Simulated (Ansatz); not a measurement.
**GeH2 (SMILES [H][Ge][H]): levels of theory compared**

Aim: a comparison of 6 runs (UHF/STO-3G, BLYP/STO-3G, CAM-B3LYP/STO-3G, PBE/STO-3G, r2SCAN0/STO-3G, UMP2/STO-3G) of GeH2. 

Program for the calculation: Ansatz 0.2.0.

33 further runs of the same task are left out: 6 that didn't finish, 27 set aside as unsound or not needed.

**1. The system as given**

GeH2: 3 atoms, total charge 0, spin state singlet. SMILES: `[H][Ge][H]`. The H3–Ge1 distance was set to 3.214 Å, away from the relaxed value. At this shape a bond of the SMILES string is far longer than usual.

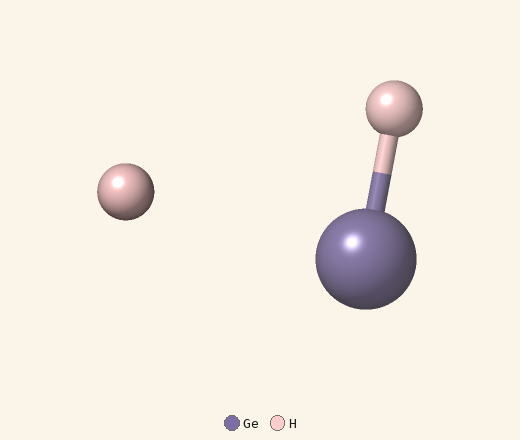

The structure, seen from a chosen angle (germanium purple, hydrogen pink).

**2. A single-point energy at UHF/STO-3G (run 1)**

The input, run.yaml:

```yaml
crystal:
  periodic: [false, false, false]
  atoms:
    - symbol: Ge
      position_ang: [1.112596, -0.044970, -1.944605]
    - symbol: H
      position_ang: [2.206846, -0.053740, -0.765145]
    - symbol: H
      position_ang: [-1.103430, 0.026870, 0.382580]
basis:
  gaussian:
    orbitals: STO-3G
magnetization:
  spin_polarized: true
  initial_magnetization: 0
hamiltonian:
  xc: hf
accuracy: high
```

On the command line:

```
ansatz run run.yaml --threads 1 --pin off --max-ram 2610MiB --events-out events.jsonl --progress --plain --runs-dir runs
```

The log of the run:

```text
Warning: RAYON_NUM_THREADS=1 ignored (pool sized by the plan → 1); use --threads N
Functional definition: HF
  name "HF"
  exchange = exact_x
  correlation = 0
228 factors; integrals over basis functions are off by at most 7.8e-9 eV
mean field evaluation 1: about -55848.7421 eV, gradient 7.8e0 eV
mean field evaluation 2: about -55848.7542 eV, gradient 7.8e0 eV
mean field evaluation 4: about -55852.4959 eV, gradient 1.6e0 eV
mean field evaluation 8: about -55852.5452 eV, gradient 8.4e-5 eV
mean field evaluation 16: about -55852.5469 eV, gradient 4.8e-1 eV
mean field evaluation 32: about -55856.4725 eV, gradient 3.5e-1 eV
mean field evaluation 64: about -55854.0372 eV, gradient 6.8e0 eV
mean field evaluation 96: about -55856.4863 eV, gradient 3.7e-2 eV
mean field evaluation 128: about -55851.0167 eV, gradient 2.7e0 eV
mean field -55856.48868998 eV, -2052.6880984689 hartree, gradient 3.2e-8 eV, S^2 0.982950; 7 other end points of the search recorded, 0 dependent functions left out
reference -55856.48868998 eV, -2052.6880984689 hartree; 17, 17 occupied and 3, 3 virtual orbitals, 228 factors
Total energy: -55856.48868998 eV, -2052.6880984689 hartree
```

Run time: 0.34 s. Hardware: 1 thread of Arm Neoverse V1, shared host.

**3. A single-point energy at BLYP/STO-3G (run 2)**

The input, molecule.yaml:

```yaml
crystal:
  periodic: [false, false, false]
  atoms:
    - {symbol: Ge, position_ang: [1.112596, -0.044970, -1.944605]}
    - {symbol: H, position_ang: [2.206846, -0.053740, -0.765145]}
    - {symbol: H, position_ang: [-1.103430, 0.026870, 0.382580]}
basis:
  gaussian: {orbitals: STO-3G}
hamiltonian: {xc: {name: BLYP}}
accuracy: high
```

On the command line:

```
ansatz run molecule.yaml --threads 1 --pin off --max-ram 2610MiB --events-out events.jsonl --progress --plain --runs-dir runs
```

The log of the run (excerpt; [...] marks lines left out):

```text
Warning: RAYON_NUM_THREADS=1 ignored (pool sized by the plan → 1); use --threads N
Functional definition: BLYP
  name "BLYP"
[...]
228 factors; integrals over basis functions are off by at most 7.8e-9 eV
[...]
mean field -55887.78315789 eV, -2053.8381489523 hartree, gradient 9.7e-9 eV, S^2 0.000000; 9 other end points of the search recorded, 0 dependent functions left out
reference -55887.78319354 eV, -2053.8381502626 hartree; 17, 17 occupied and 3, 3 virtual orbitals, 228 factors
Total energy: -55887.78319354 eV, -2053.8381502626 hartree
```

It took 2.1 s on 1 thread of Arm Neoverse V1, shared host.

Runs 3 to 5 aren't shown in full; the table further down has their settings and results.

**4. The energy at UMP2/STO-3G (run 6)**

The input, molecule.yaml:

```yaml
basis:
  gaussian: {orbitals: STO-3G}
crystal:
  periodic: [false, false, false]
  atoms:
    - {symbol: Ge, position_ang: [1.112596, -0.044970, -1.944605]}
    - {symbol: H, position_ang: [2.206846, -0.053740, -0.765145]}
    - {symbol: H, position_ang: [-1.103430, 0.026870, 0.382580]}
magnetization: {spin_polarized: true, initial_magnetization: 0}
correlation: {method: mp2, frozen_orbitals: {Ge: 9, H: 0}}
accuracy: high
```

On the command line:

```
ansatz run molecule.yaml --threads 1 --pin off --max-ram 2610MiB --events-out events.jsonl --progress --plain --runs-dir runs
```

The log of the run (excerpt; [...] marks lines left out):

```text
Warning: RAYON_NUM_THREADS=1 ignored (pool sized by the plan → 1); use --threads N
[... 2 set-up lines as earlier in the session ...]
[...]
228 factors; integrals over basis functions are off by at most 7.8e-9 eV
[...]
mean field -55856.48868998 eV, -2052.6880984689 hartree, gradient 3.2e-8 eV, S^2 0.982950; 15 other end points of the search recorded, 0 dependent functions left out
9 core orbitals not correlated: weight in the atoms' cores, before any rotation towards them, 1.000 or more for the frozen orbitals, at most 0.000 for the correlated occupied ones
reference -55856.48868998 eV, -2052.6880984689 hartree; 8, 8 occupied and 3, 3 virtual orbitals, 228 factors
second order -0.57417090 eV of doubles, -0.00000000 eV of singles
Total energy: -55857.06286088 eV, -2052.7091988603 hartree
```

It took 0.5 s on 1 thread of Arm Neoverse V1, shared host.

**5. The series**

```tsv
run	level	frozen core orbitals	energy (Eh)	wall time
1	UHF/STO-3G	–	-2052.688098	0.34 s
2	BLYP/STO-3G	–	-2053.838150	2.1 s
3	CAM-B3LYP/STO-3G	–	-2053.938736	3.3 s
4	PBE/STO-3G	–	-2053.541333	2.1 s
5	r2SCAN0/STO-3G	–	-2054.016897	1.9 s
6	UMP2/STO-3G	9	-2052.709199	0.5 s
```

**6. Outcome**

```
                                          quantity           value
                               run 6: total energy  -2052.70920 Eh
run 6: correlation energy (9 core orbitals frozen)       -21.1 mEh
          run 6: ⟨S²⟩ of the reference determinant           0.983
```

**Reading.** Totals of different functionals can't be ranked against each other. In runs 1, 2, 3, 4, 5, 6 the basis is minimal, so the values are rough. In runs 2, 3, 4, 5 a closed-shell determinant meets a far-stretched bond, which it describes badly. Spin contamination of the reference: run 1 ⟨S²⟩ = 0.98, run 6 ⟨S²⟩ = 0.98. Where it is this large, the reference is a mixture of spin states, and values that rest on it are in doubt. All runs together took 10 s, the longest 3.3 s.
